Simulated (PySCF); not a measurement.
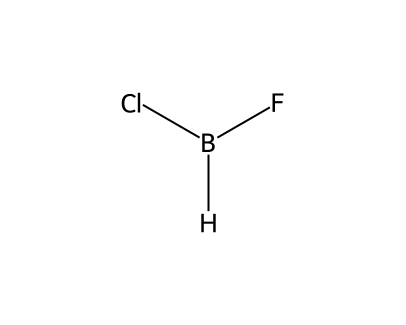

Source: calculation with PySCF.

2D structure.

**Transcribe the drawing into SMILES.**

FBCl

**Give the formula, hydrogens included.**

BClFH.

**An optimisation with PBE0-D3(BJ)/def2-SVP gave a structure of which point group?**

Cs.
